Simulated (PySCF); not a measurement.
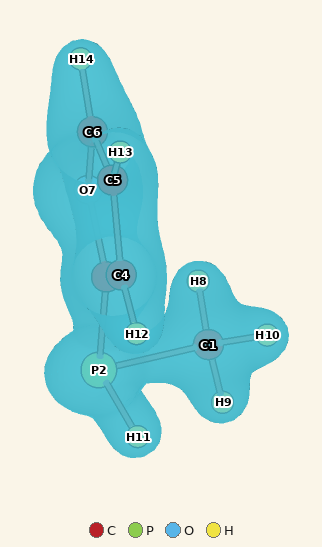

Figure. C5H7OP (SMILES CPc1ccco1). Isosurface of the electron density at 0.8 e/Å³ (cyan), seen at an oblique angle.

Geometry: GFN2-xTB.

These are results of CAM-B3LYP/def2-SVPD, SCF density, gas phase in PySCF, not measurements.

The calculation's input:

```
{"job": {"kind": "uv", "xc": "CAM-B3LYP", "basis": "def2-SVPD", "nstates": 8, "ntriplets": 3}, "charge": 0, "multiplicity": 1}
C     -2.419372    -0.347492    -0.172027
P     -1.380685     0.767240     0.888608
C      0.229241     0.407458     0.144099
C      1.353062    -0.235752     0.585510
C      2.312720    -0.096010    -0.443069
C      1.709042     0.628856    -1.423470
O      0.453436     0.945172    -1.074832
H     -2.486538     0.086497    -1.168719
H     -3.419254    -0.401899     0.253706
H     -1.989370    -1.345000    -0.238055
H     -1.196911    -0.145678     1.931763
H      1.470326    -0.745612     1.520424
H      3.310940    -0.483087    -0.449393
H      2.052684     0.964833    -2.381691
```

Launched as:

```sh
OMP_NUM_THREADS=1 python probes_run.py task.json out
```

### Which contacts does the surface bridge?

At this value the surface is in one piece. It bridges the sampled C–O (1.34 Å), C–C (1.36 Å), C–P (1.81 Å) and C–H (1.07 Å) contacts, where the density stays above the isovalue. On the grid the lowest density along these lines, outside the cores, is 2 e/Å³ (C–O, 1.34 Å), 2.2 e/Å³ (C–C, 1.36 Å), 1 e/Å³ (C–P, 1.81 Å) and 1.9 e/Å³ (C–H, 1.07 Å).
